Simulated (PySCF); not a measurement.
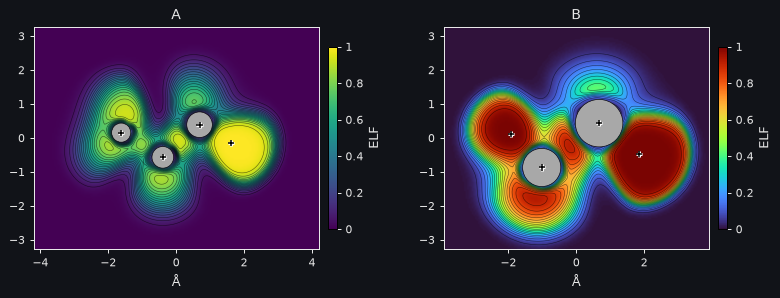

The ELF of 2 systems, each on a plane through atoms (crosses mark nuclei in the plane; grey discs cover the cores).

Theory: PBE0/pcSseg-2, SCF density, gas phase, non-relativistic (PySCF 2.14.0).

System 1: H4SSi (SMILES [SiH3]S), the plane of atoms S2, Si1 and H4. Geometry: PBE0-D3(BJ)/def2-TZVP.

```xyz
6

Si   -0.4869   -0.0964    0.0058
S     1.4649    0.7458   -0.2055
H    -0.6955   -0.6610    1.3632
H    -1.4161    1.0365   -0.2190
H    -0.7345   -1.1622   -0.9980
H     2.1104   -0.4092    0.0274
```

System 2: CH5NO (N-Methylhydroxylamine), the plane of atoms C1, N2 and O3. Geometry: PBE0-D3(BJ)/def2-TZVP.

| atom | x (Å) | y (Å) | z (Å) |
| --- | --- | --- | --- |
| C | -0.8370 | -0.1313 | 0.0187 |
| N | 0.4446 | 0.5129 | 0.2102 |
| O | 1.4490 | -0.3612 | -0.2956 |
| H | -0.9252 | -0.9740 | 0.7063 |
| H | -1.6170 | 0.5945 | 0.2618 |
| H | -0.9890 | -0.4969 | -1.0047 |
| H | 0.4958 | 1.3174 | -0.4072 |
| H | 2.0332 | -0.4816 | 0.4577 |

**Match each panel to its system.**

Panel A is system 2, CH5NO: the plane holds C, N, O and H. N–O (1.42 Å): the ELF peaks at about 0.85 between the atoms (a shared electron pair). Panel B is system 1, H4SSi: the plane holds Si, S and H. Si–S (2.14 Å): the ELF peaks at about 0.90 between the atoms; a shared electron pair.
